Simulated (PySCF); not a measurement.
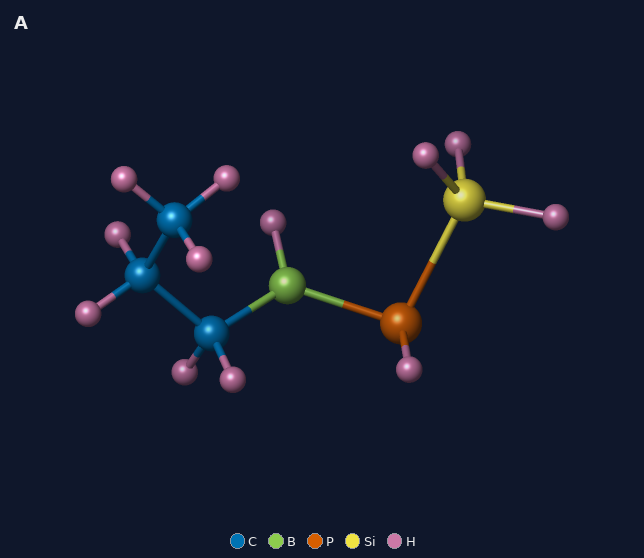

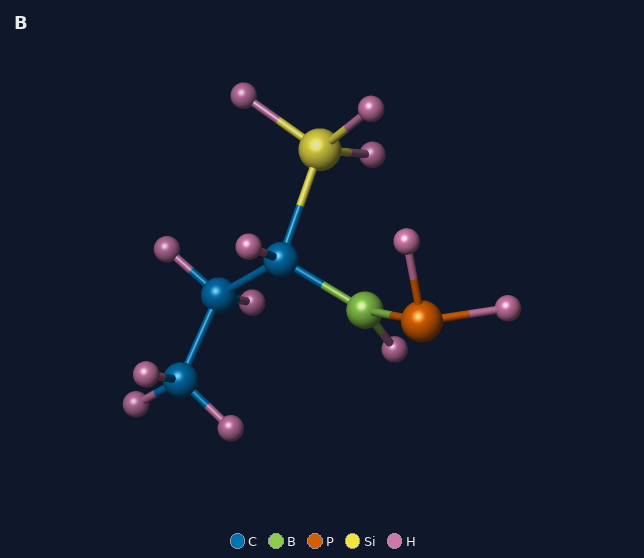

2 stationary structures of one formula. Geometries: PBE0-D3(BJ)/def2-SVP. Electronic energies: PBE0-D3(BJ)/def2-SVP (PySCF 2.14.0), without zero-point energy. No frequency run is at hand to confirm each as a minimum. Each is one conformer, not always the lowest.

Question: Are they conformers, stereoisomers or constitutional isomers?

Answer: They are constitutional isomers of C3H12BPSi: A `CCCBP[SiH3]`, B `CC[C@H]([SiH3])BP`.

Question: Which structure is the most stable?

Answer: A is lowest; B lies 0.247 eV above it.
